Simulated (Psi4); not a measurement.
**CuH$_{2}$ (charge −1): property calculation**

- system: CuH$_{2}$, charge −1, SMILES [H][Cu-][H]
- method: B3LYP5/aug-cc-pwCVTZ, RKS (Psi4 1.11)

The geometry comes from this level: GFN2-xTB.

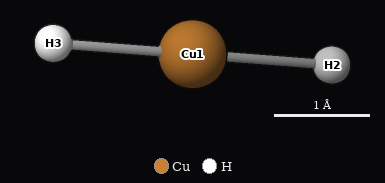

Fig. 1: The structure as given in the input (ball-and-stick view, seen at a tilt; atoms are numbered from 1 in the order of the input). Sticks mark near contacts.

Key numbers

- outcome: converged
- total energy: −1641.716151 hartree
- basis functions: 173
- HOMO: −0.40 eV
- LUMO: 2.82 eV
- hardware: 1 thread of AMD EPYC (Zen 3), 192 GiB of memory available, shared host
- wall time: 25 s
- peak memory: 1.1 GiB

The input (cuh2.py)
```python
import psi4

psi4.set_memory(1600000000)
psi4.set_num_threads(1)
psi4.core.set_output_file('output.dat', False)

with open('cuh2.xyz') as f:
    atoms = ''.join(f.readlines()[2:])
geom = psi4.geometry('-1 1\n' + atoms + 'symmetry c1')

psi4.set_options({
    'basis': 'aug-cc-pwCVTZ',
})

energy_value, wavefunction = psi4.energy("b3lyp5", molecule=geom, return_wfn=True)
psi4.oeprop(wavefunction, "NO_OCCUPATIONS", "MBIS_CHARGES", "MULLIKEN_CHARGES", "WIBERG_LOWDIN_INDICES", "DIPOLE")
print(f'b3lyp5 energy: {energy_value:.10f} Eh')
```

File cuh2.xyz
```
3
CuH2
Cu     0.000160     0.000090     0.000010
H     -0.017570    -0.021680     1.552660
H      0.017410     0.021590    -1.552670
```

Launch command:
```bash
python cuh2.py
```

Log
```
=> Loading Basis Set <=

    Name: AUG-CC-PWCVTZ
    Role: ORBITAL
    Keyword: BASIS

         ---------------------------------------------------------
                                   SCF
                              RKS Reference
                        1 Threads,   1525 MiB Core
         ---------------------------------------------------------

  ==> Geometry <==

    Molecular point group: c1
    Full point group: Cs

    Geometry (in Angstrom), charge = -1, multiplicity = 1:

       Center              X                  Y                   Z               Mass
    ------------   -----------------  -----------------  -----------------  -----------------
         CU          -0.000008546217     0.000000465552     0.000000000000    62.929597720000
         H            0.026121179138     1.552684446842    -0.000000000000     1.007825032230
         H           -0.025587544816    -1.552713516394     0.000000000000     1.007825032230

  Running in c1 symmetry.

  Rotational constants: A = 113656506.43738  B =      3.46806  C =      3.46806 [cm^-1]
  Rotational constants: A = 3407336343255.47607  B = 103969.78091  C = 103969.77773 [MHz]
  Nuclear repulsion =   19.934691780152878

  Charge       = -1
  Multiplicity = 1
  Electrons    = 32
  Nalpha       = 16
  Nbeta        = 16

  ==> Algorithm <==

  SCF Algorithm Type is DF.
  DIIS enabled.
  MOM disabled.
  Fractional occupation disabled.
  Guess Type is SAD.
  Energy threshold   = 1.00e-06
  Density threshold  = 1.00e-06
  Integral threshold = 1.00e-12

  ==> Primary Basis <==

  Basis Set: AUG-CC-PWCVTZ
    Blend: AUG-CC-PWCVTZ
    Number of shells: 51
    Number of basis functions: 173
    Number of Cartesian functions: 214
    Spherical Harmonics?: true
    Max angular momentum: 4

  ==> DFT Potential <==

   => LibXC <=

    Version 7.1.2

   => Composite Functional: B3LYP5 <=

    B3LYP5 Hyb-GGA Exchange-Correlation Functional

    Deriv               =              1
    GGA                 =           TRUE
    Meta                =          FALSE

    Exchange Hybrid     =           TRUE
    MP2 Hybrid          =          FALSE

   => Exchange Functionals <=

    0.0800   Slater exchange
    0.7200         Becke 88

   => Exact (HF) Exchange <=

    0.2000               HF

   => Correlation Functionals <=

    0.1900   Vosko, Wilk & Nusair (VWN5)
    0.8100   Lee, Yang & Parr

   => LibXC Density Thresholds  <==

    XC_HYB_GGA_XC_B3LYP5:  1.00E-15

   => Molecular Quadrature <=

    Radial Scheme          =       TREUTLER
    Pruning Scheme         =           NONE
    Nuclear Scheme         =       TREUTLER

    Blocking Scheme        =         OCTREE
    BS radius alpha        =              1
    Pruning alpha          =              1
    Radial Points          =             75
    Spherical Points       =            302
    Total Points           =          66832
    Total Blocks           =            568
    Max Points             =            256
    Max Functions          =            173
    Weights Tolerance      =       1.00E-15

   => Loading Basis Set <=

    Name: (AUG-CC-PWCVTZ AUX)
    Role: JKFIT
    Keyword: DF_BASIS_SCF

  ==> Integral Setup <==

  DFHelper Memory: AOs need 0.089 GiB; user supplied 0.843 GiB.
  SCF_SUBTYPE=INCORE selected. In-core MEM_DF algorithm will be used.
  Using in-core AOs.

  ==> MemDFJK: Density-Fitted J/K Matrices <==

    J tasked:                   Yes
    K tasked:                   Yes
    wK tasked:                   No
    Memory [MiB]:               863
    Algorithm:                 Core
    Schwarz Cutoff:           1E-12
    Mask sparsity (%):       0.0000
    Fitting Condition:        1E-10

   => Auxiliary Basis Set <=

  Basis Set: (AUG-CC-PWCVTZ AUX)
    Blend: AUG-CC-PVTZ-JKFIT + DEF2-UNIVERSAL-JKFIT
    Number of shells: 86
    Number of basis functions: 356
    Number of Cartesian functions: 487
    Spherical Harmonics?: true
    Max angular momentum: 6

  Cached 100.0% of DFT collocation blocks in 0.275 [GiB].

  Minimum eigenvalue in the overlap matrix is 1.1081906937E-04.
  Reciprocal condition number of the overlap matrix is 1.6120467961E-05.
    Using symmetric orthogonalization.

  ==> Pre-Iterations <==

  SCF Guess: Superposition of Atomic Densities via on-the-fly atomic UHF (no occupation information).

   -------------------------
    Irrep   Nso     Nmo
   -------------------------
     A        173     173
   -------------------------
    Total     173     173
   -------------------------

  ==> Iterations <==

                           Total Energy        Delta E     RMS |[F,P]|

   @DF-RKS iter SAD: -1639.13117954792096   -1.63913e+03   0.00000e+00
   @DF-RKS iter   1: -1637.83105098751525    1.30013e+00   2.97276e-02 DIIS/ADIIS
   @DF-RKS iter   2: -1592.76673980596229    4.50643e+01   5.74566e-02 DIIS/ADIIS
   @DF-RKS iter   3: -1641.41395110455551   -4.86472e+01   4.75910e-03 DIIS/ADIIS
   @DF-RKS iter   4: -1602.56334831597496    3.88506e+01   3.54034e-02 DIIS/ADIIS
   @DF-RKS iter   5: -1641.70626690535323   -3.91429e+01   1.21515e-03 DIIS/ADIIS
   @DF-RKS iter   6: -1641.71406307360530   -7.79617e-03   6.95247e-04 DIIS/ADIIS
   @DF-RKS iter   7: -1641.71601502638578   -1.95195e-03   1.63159e-04 DIIS/ADIIS
   @DF-RKS iter   8: -1641.71614809381754   -1.33067e-04   1.23795e-05 DIIS
   @DF-RKS iter   9: -1641.71615044374744   -2.34993e-06   3.55300e-06 DIIS
   @DF-RKS iter  10: -1641.71615052889024   -8.51428e-08   6.24958e-07 DIIS
  Energy and wave function converged.

  ==> Post-Iterations <==

   Electrons on quadrature grid:
      Ntotal   =   32.0000013478 ; deviation = 1.348e-06

    Orbital Energies [Eh]
    ---------------------

    Doubly Occupied:

       1A   -322.729237     2A    -38.548669     3A    -33.751935
       4A    -33.748143     5A    -33.748143     6A     -4.059509
       7A     -2.556333     8A     -2.550126     9A     -2.550126
      10A     -0.126318    11A     -0.047463    12A     -0.047463
      13A     -0.042942    14A     -0.042942    15A     -0.030874
      16A     -0.014818

    Virtual:

      17A      0.103702    18A      0.110148    19A      0.112816
      20A      0.112816    21A      0.156768    22A      0.186314
      23A      0.193584    24A      0.193584    25A      0.242726
      26A      0.288013    27A      0.288013    28A      0.289087
      29A      0.301513    30A      0.301513    31A      0.326188
      32A      0.392470    33A      0.392470    34A      0.397445
      35A      0.456985    36A      0.456985    37A      0.458635
      38A      0.496665    39A      0.508712    40A      0.508712
      41A      0.705383    42A      0.709338    43A      0.742853
      44A      0.787665    45A      0.787665    46A      0.802695
      47A      0.802695    48A      0.883586    49A      0.883586
      50A      0.963646    51A      1.041121    52A      1.041121
      53A      1.070065    54A      1.090750    55A      1.090750
      56A      1.139694    57A      1.139694    58A      1.144168
      59A      1.206271    60A      1.206271    61A      1.295913
      62A      1.295913    63A      1.325270    64A      1.456987
      65A      1.576405    66A      1.576405    67A      1.677142
      68A      1.677142    69A      1.807795    70A      1.871053
      71A      1.871053    72A      1.876601    73A      2.215605
      74A      2.215605    75A      2.228797    76A      2.228797
      77A      2.289562    78A      2.289562    79A      2.561214
      80A      2.661899    81A      3.040513    82A      3.141708
      83A      3.696675    84A      3.863148    85A      3.863195
      86A      3.907907    87A      3.907955    88A      3.925819
      89A      3.925819    90A      4.049884    91A      4.049884
      92A      4.118475    93A      4.118475    94A      4.337593
      95A      4.337593    96A      4.355164    97A      4.409805
      98A      4.409810    99A      4.415997   100A      4.577886
     101A      4.598969   102A      4.598969   103A      4.705836
     104A      4.705836   105A      5.095042   106A      5.095042
     107A      5.222201   108A      5.445548   109A      6.219594
     110A      6.219594   111A      6.220546   112A      6.249485
     113A      6.249485   114A      6.262038   115A      6.262039
     116A      6.263871   117A      6.263871   118A      6.293851
     119A      6.293851   120A      6.520357   121A      6.695028
     122A      6.695030   123A      7.910009   124A     11.741930
     125A     11.741930   126A     11.810441   127A     11.810441
     128A     12.018516   129A     12.018516   130A     12.126147
     131A     13.497959   132A     13.497959   133A     14.215232
     134A     14.431840   135A     16.577744   136A     16.577744
     137A     16.578368   138A     16.578373   139A     16.589517
     140A     16.589519   141A     16.711335   142A     16.711335
     143A     16.869701   144A     16.929447   145A     16.929447
     146A     17.001880   147A     17.001880   148A     17.748870
     149A     31.136455   150A     31.136455   151A     31.180631
     152A     31.180631   153A     31.328372   154A     31.328372
     155A     31.433319   156A     40.461171   157A     40.461171
     158A     40.463152   159A     40.463153   160A     40.467018
     161A     40.467019   162A     40.546346   163A     40.546346
     164A     40.749306   165A     44.114776   166A     44.114776
     167A     44.892213   168A     45.411057   169A     45.411058
     170A     45.451956   171A     45.451956   172A     45.907210
     173A     85.632588

    Final Occupation by Irrep:
              A
    DOCC [    16 ]
    NA   [    16 ]
    NB   [    16 ]

  @DF-RKS Final Energy: -1641.71615052889024

   => Energetics <=

    Nuclear Repulsion Energy =             19.9346917801528782
    One-Electron Energy =               -2335.6207185962084623
    Two-Electron Energy =                 728.6837449969929139
    DFT Exchange-Correlation Energy =     -54.7138687098274090
    Empirical Dispersion Energy =           0.0000000000000000
    VV10 Nonlocal Energy =                  0.0000000000000000
    Total Energy =                      -1641.7161505288902390

Computation Completed

Properties will be evaluated at   0.000000,   0.000000,   0.000000 [a0]

Properties computed using the SCF density matrix

 Multipole Moments:

 ------------------------------------------------------------------------------------
     Multipole            Electronic (a.u.)      Nuclear  (a.u.)        Total (a.u.)
 ------------------------------------------------------------------------------------

 L = 1.  Multiply by 2.5417464519 to convert [e a0] to [Debye]
 Dipole X            :         -0.0008928            0.0005401           -0.0003528
 Dipole Y            :          0.0000601           -0.0000294            0.0000307
 Dipole Z            :         -0.0000000           -0.0000000           -0.0000000
 Magnitude           :                                                    0.0003541

 ------------------------------------------------------------------------------------

	total time  =         20 seconds =       0.33 minutes

Properties will be evaluated at   0.000000,   0.000000,   0.000000 [a0]
OEProp: No title given, name of density matrix used for the following properties is 'SCF density'

 Multipole Moments:

 ------------------------------------------------------------------------------------
     Multipole            Electronic (a.u.)      Nuclear  (a.u.)        Total (a.u.)
 ------------------------------------------------------------------------------------

 L = 1.  Multiply by 2.5417464519 to convert [e a0] to [Debye]
 Dipole X            :         -0.0008928            0.0005401           -0.0003528
 Dipole Y            :          0.0000601           -0.0000294            0.0000307
 Dipole Z            :         -0.0000000           -0.0000000           -0.0000000
 Magnitude           :                                                    0.0003541

 ------------------------------------------------------------------------------------
  Mulliken Charges: (a.u.)
   Center  Symbol    Alpha    Beta     Spin     Total
       1    CU    14.63704 14.63704  0.00000 -0.27408
       2     H     0.68148  0.68148  0.00000 -0.36295
       3     H     0.68148  0.68148  0.00000 -0.36296

   Total alpha = 16.00000, Total beta = 16.00000, Total charge = -1.00000

  ==> Computing MBIS Charges <==

  Electron Count from Grid (Expected Number): 32.00000 (32.00000)
  Difference:  0.00000

  MBIS Charges: (a.u.)
   Center  Symbol  Z      Pop.       Charge
      1      CU   29   29.000264   -0.000264
      2       H    1    1.499868   -0.499868
      3       H    1    1.499871   -0.499871

  MBIS Dipoles: [e a0]
   Center  Symbol  Z        X           Y           Z
      1      CU   29    0.000055   -0.000006   -0.000000
      2       H    1    0.000907    0.051619   -0.000000
      3       H    1   -0.000812   -0.051619    0.000000

  MBIS Quadrupoles: [e a0^2]
   Center  Symbol  Z      XX        XY        XZ        YY        YZ        ZZ
      1      CU   29   -11.9776   -0.0148   -0.0000   -12.8659   -0.0000   -11.9773
      2       H    1   -1.9019   -0.0009   -0.0000   -1.9571    0.0000   -1.9018
      3       H    1   -1.9019   -0.0009    0.0000   -1.9571   -0.0000   -1.9019

  MBIS Octupoles: [e a0^3]
   Center  Symbol  Z      XXX       XXY       XXZ       XYY       XYZ       XZZ       YYY       YYZ       YZZ       ZZZ
      1      CU   29   -0.0001   -0.0000   -0.0000    0.0002   -0.0000   -0.0000   -0.0000   -0.0000   -0.0000   -0.0000
      2       H    1   -0.0067   -0.1370   -0.0000   -0.0026   -0.0000   -0.0022   -0.4307   -0.0000   -0.1370   -0.0000
      3       H    1    0.0070    0.1370   -0.0000    0.0026   -0.0000    0.0023    0.4307   -0.0000    0.1370   -0.0000

  MBIS Radial Moments:
   Center  Symbol  Z      [a0^2]      [a0^3]      [a0^4]
      1      CU   29   36.820876   117.901267   585.188984
      2       H    1    5.760768   16.689774   58.631070
      3       H    1    5.760830   16.690035   58.632298

  MBIS Valence Widths: [a0]
   Center  Symbol  Z     Width
      1      CU   29    0.858680
      2       H    1    0.560207
      3       H    1    0.560209

  MBIS Valence Charges: (a.u.)
   Center  Symbol  Z     Charge
      1      CU   29   -2.487510
      2       H    1   -1.499868
      3       H    1   -1.499871

  Wiberg Bond Indices using Orthogonal Lowdin Orbitals:

  Irrep: 1 Size: 3 x 3

                 1                   2                   3

    1     0.00000000000000     1.62481889063055     1.62478909321254
    2     1.62481889063055     0.00000000000000     0.13856821820858
    3     1.62478909321254     0.13856821820858     0.00000000000000

  Atomic Valences:

 #  #
 Irrep: 1
      1:    3.249607983843086
      2:    1.763387108839128
      3:    1.763357311421115

  Natural Orbital Occupations:

  Total Occupations:
  HONO-2 :   14  A    2.000
  HONO-1 :   15  A    2.000
  HONO-0 :   16  A    2.000
  LUNO+0 :   17  A    0.000
  LUNO+1 :   18  A    0.000
  LUNO+2 :   19  A    0.000
  LUNO+3 :   20  A    0.000
```

Standard output
```
b3lyp5 energy: -1641.7161505289 Eh
```

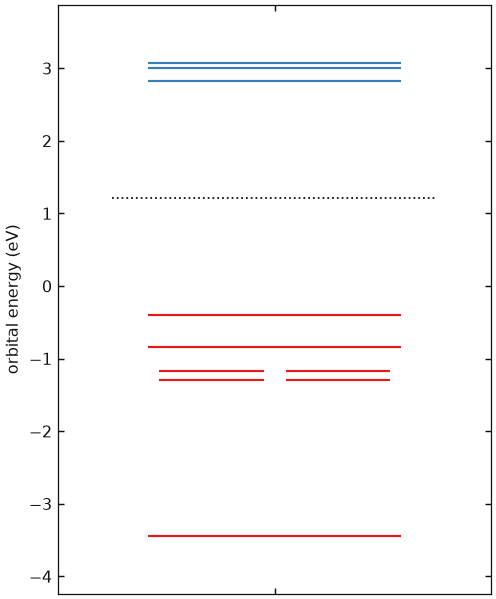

Fig. 2: Orbital energies near the frontier; the dotted line parts filled from empty levels, and levels within 0.02 eV of each other stand side by side. Highest filled −0.40 eV, lowest empty 2.82 eV, 3.22 eV apart.

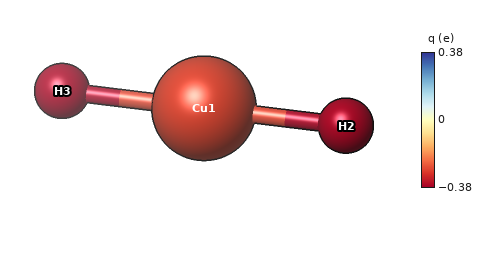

Fig. 3: Mulliken charges, as the colour of each atom (ball-and-stick view, seen at a tilt; atoms are numbered from 1 in the order of the input). By element: Cu −0.27 and H −0.36 e.
